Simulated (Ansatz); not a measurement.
Species, as SMILES: O (H2O).
Atoms: O1, H2, H3. Bonds: O1-H2, O1-H3.

Basis-set convergence of the optimised O1-H2 bond length at PBE0 with Ansatz (an electronic-structure program). Cartesian d functions, on some or all atoms, in 6-31+G*; all else is spherical. The program fits the integrals of some runs and decomposes those of others, by size. Core-valence sets carry the plain set on hydrogen. No added dispersion term, no relativity. Reference: the value in pcseg-4, 0.9575 Å, itself unsure by roughly 0.0001 Å (its mean distance from aug-pcseg-3, aug-cc-pVQZ, cc-pV5Z). Deviations are taken from unrounded values.

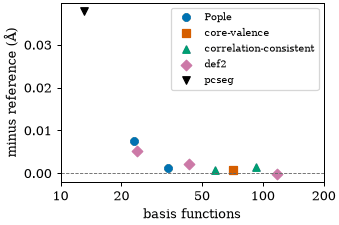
Figure: Deviation from the reference against the number of basis functions, by family of sets.

```csv
basis,functions,optimised O1-H2 bond length (Å),minus reference (Å)
pcseg-0,13,0.9954,0.0379
6-31+G*,23,0.9650,0.0076
def2-SVP,24,0.9627,0.0052
6-311+G**,34,0.9586,0.0011
def2-TZVP,43,0.9595,0.0021
cc-pVTZ,58,0.9583,0.0008
cc-pCVTZ,71,0.9583,0.0008
aug-cc-pVTZ,92,0.9588,0.0014
def2-QZVPP,117,0.9573,-0.0001
```
